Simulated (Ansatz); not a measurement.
The starting structures come from a database of crystals and need not be the phases stable at ambient conditions.

 Where the default PAW files enter, the runs use the earlier of Ansatz's two default sets.

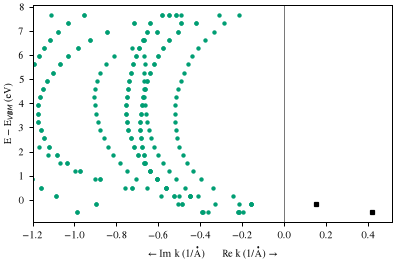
Figure. Complex bands at the centre of the two-dimensional zone; Ansatz (a first-principles code) with r2SCAN

The gap is the functional's own, uncorrected, and κ follows it; spin-orbit coupling is left out. Mid-gap values are interpolated between the computed energies.

Task: This is Cs2NaScF6 (Fm-3m, not sure to be the ambient phase, 10 atoms a cell, 18.2 Å³ an atom, -2 GPa at this level) along the normal of (111). Read off the slowest decay at the centre of the two-dimensional zone at 3.91 eV, the computed energy nearest the middle of the gap.

Result: κ ≈ 0.52 1/Å, a decay length 1/(2κ) of the density of 0.96 Å.
